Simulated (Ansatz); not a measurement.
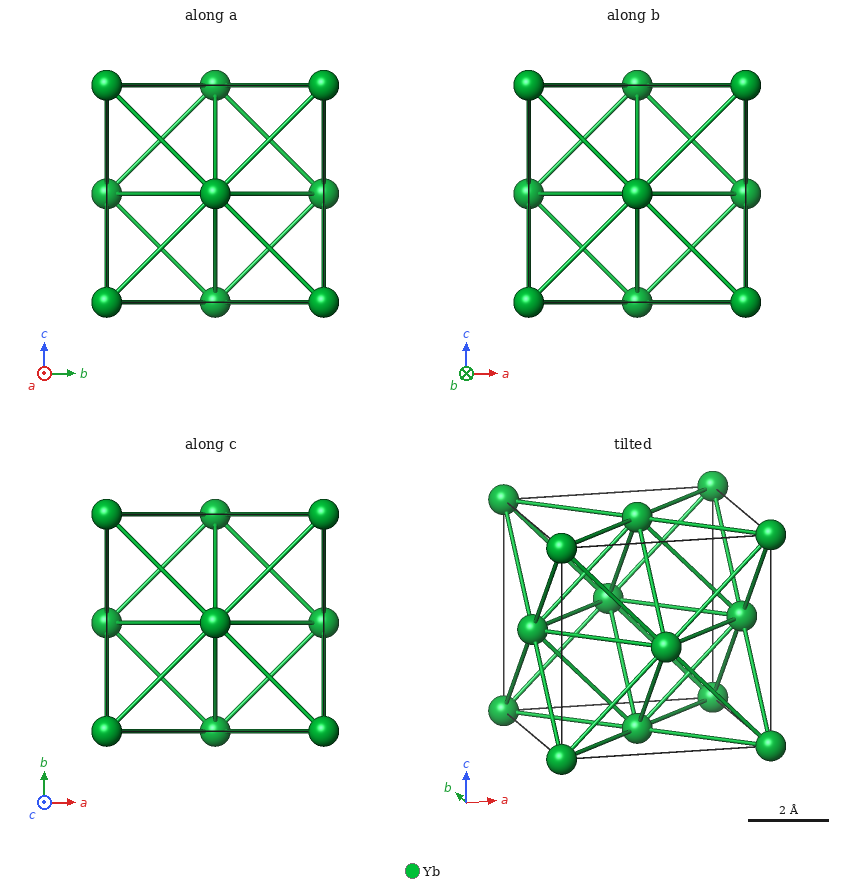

View along the a axis, along the b axis, along the c axis and slightly off an axis, drawn as a ball-and-stick model. The conventional unit cell is drawn as a box.

Lattice parameters: a = 5.4900 Å, b = 5.4900 Å, c = 5.4900 Å, α = 90.000°, β = 90.000°, γ = 90.000°.

> Write down what is shown as a CIF with its space group and independent sites.

```cif
data_structure
_symmetry_space_group_name_H-M 'F m -3 m'
_symmetry_Int_Tables_number 225
_cell_length_a 5.4900
_cell_length_b 5.4900
_cell_length_c 5.4900
_cell_angle_alpha 90.000
_cell_angle_beta 90.000
_cell_angle_gamma 90.000
_cell_volume 165.47
loop_
_atom_site_label
_atom_site_type_symbol
_atom_site_symmetry_multiplicity
_atom_site_Wyckoff_symbol
_atom_site_fract_x
_atom_site_fract_y
_atom_site_fract_z
_atom_site_occupancy
Yb1 Yb 4 a 0.0000 0.0000 0.0000 1
```

Starting structure: the standard structure of this element. Earlier steps of the study may have refined or changed the cell and positions. A calculation with Ansatz used it as input.
